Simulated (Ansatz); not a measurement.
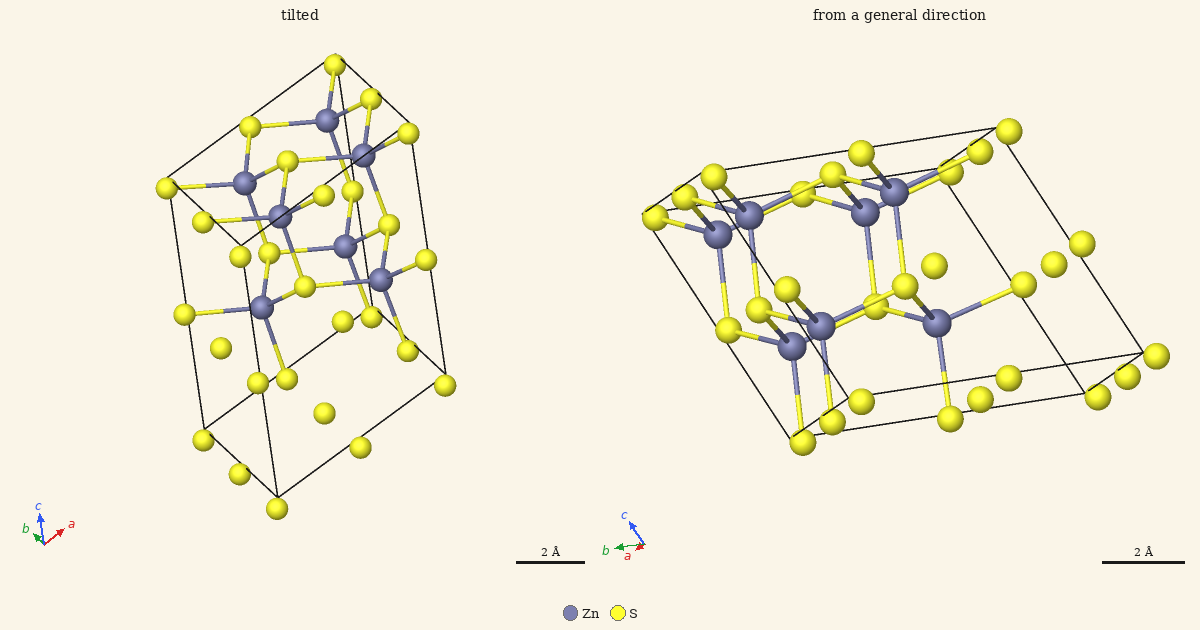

The image is a ball-and-stick drawing of a crystal, viewed slightly off an axis and from a general direction. The supercell is drawn as a box. The host is ZnS, in a cell of 16 sites, and the cell is neutral.

**Name the defect and give its surroundings.**

A zinc vacancy. Around the empty site lie four S at about 2.4 Å.

Results below were computed with DFT PBE, scalar-relativistic, plane waves, PAW in Ansatz; the settings were a basis cut at 420 eV, a 2×2×2 sampling of the Brillouin zone, Gaussian smearing of 0.01 eV, collinear spins.

**Does the defect carry a magnetic moment?**

Yes, 1.3 μB in the cell.

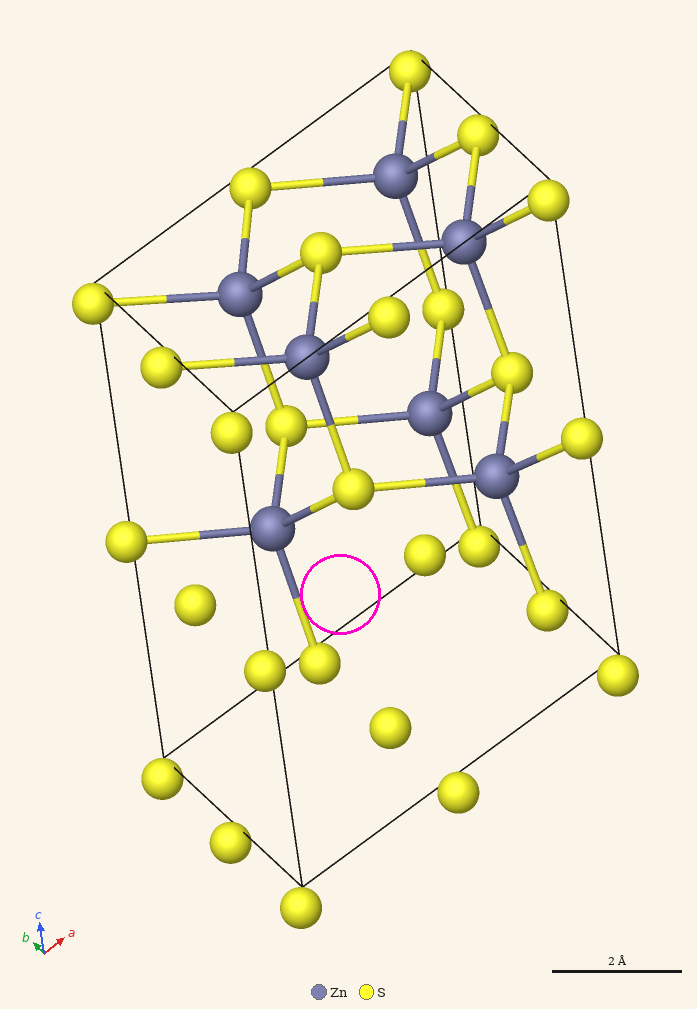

The same cell with a ring at the defect's site.

The atoms were relaxed in the host's cell with DFT PBE, scalar-relativistic, plane waves, PAW in Ansatz 0.2.0.
